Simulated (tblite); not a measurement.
# C2H8O4SeSi2: the cost of one run

Programs: tblite 0.8.0 and PySCF 2.14.0, with density-fitted response routines of our own. Each step states its level of theory. These are calculated values for one molecule in the gas phase, unless marked as measured. Atoms are numbered from 0 throughout.

## 1. Starting geometry

17 atoms, charge 0, multiplicity 1; geometry from: force field or distance geometry start.

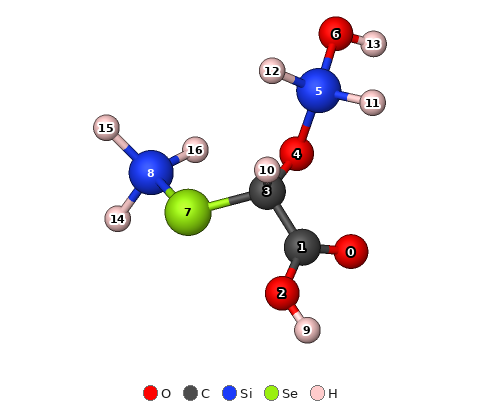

The starting geometry (oxygen red, carbon dark grey, silicon blue, selenium green, hydrogen pink), atoms numbered.

## 2. Geometry optimisation with GFN2-xTB

The job: settings as JSON, then the geometry in Å.

```
{"job": {"kind": "relax", "xc": "GFN2-xTB", "basis": "xTB"}, "charge": 0, "multiplicity": 1}
O     -1.828200    -1.530600     1.277600
C     -1.039500    -1.827900     0.327900
O     -0.893800    -3.148400    -0.094500
C     -0.252800    -0.696400    -0.271200
O     -0.564800     0.504600     0.353100
Si    -1.379600     1.532400    -0.795100
O     -1.373400     3.168200    -0.271300
Se     1.595500    -1.176300    -0.285000
Si     3.035000     0.253600     0.647200
H     -1.449700    -3.885200     0.332400
H     -0.629600    -0.639500    -1.313400
H     -2.795900     1.133900    -0.941600
H     -0.738000     1.459800    -2.090100
H     -1.982900     3.254000     0.518500
H      4.026900    -0.514800     1.429100
H      3.821600     0.907700    -0.412700
H      2.442200     1.216900     1.579300
```

Launch:

```
> OMP_NUM_THREADS=1 python probes_run.py task.json out
```

The driver reads the jobs from task.json and runs them one after another.

Q: Estimate the wall time and peak memory of this first job on 1 thread of Arm Neoverse V1, shared host.

About 1.4 s, with a peak of 0.18 GiB.
